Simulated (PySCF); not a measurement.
Si(All)(Cl)2(H), SMILES Cl[SiH](Cl)CC=C, singlet, B3LYP/def2-SVP optimised geometry. Atoms within 1.6 Å of the plane z = 0.0 Å (x, y, z in Å): Si1 (0.18, -1.97, 0.00), C4 (-0.56, -0.23, 0.00), C5 (-0.18, 0.57, -1.21), C6 (0.67, 1.60, -1.22), H7 (1.66, -1.97, 0.00), H8 (-1.66, -0.35, 0.07), H9 (-0.22, 0.26, 0.93), H11 (1.15, 1.97, -0.31).

Method: B3LYP/def2-TZVP (PySCF). Cells within 0.4 Å of a nucleus heavier than hydrogen are left out (blank, or x).

Map of the deformation density (molecule minus spherical neutral atoms) (e/bohr³) on the plane z = 0.0 Å:

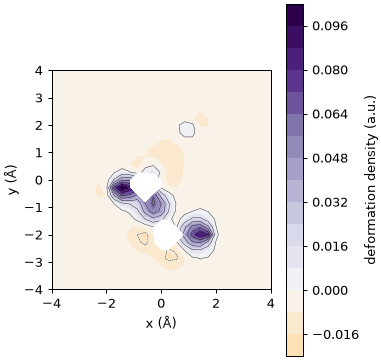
Deformation density (molecule minus spherical neutral atoms) (e/bohr³) on the plane z = 0.0 Å.
